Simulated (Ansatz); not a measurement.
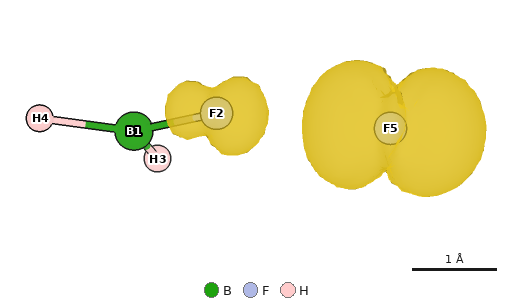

Figure. BFH$_{2}$···F (doublet). Isosurfaces of the spin density at +0.03 (yellow) and −0.03 e/Å³ (cyan), seen from one side.

These are results of UKS B3LYP-D4/def2-SVP in Ansatz, not measurements.

```xyz
5

B    -0.1229   -0.0077    0.0495
F    -0.7381   -0.0579    1.2211
H     1.0807    0.0208    0.0332
H    -0.8267    0.0047   -0.9303
F     0.6069    0.0402    3.0165
```

Which atoms carry the spin?

The unpaired spin (1 electron) lies mostly on F5 (about 0.9), in electrons by Hirshfeld's partition. Only one sign reaches the isovalue.
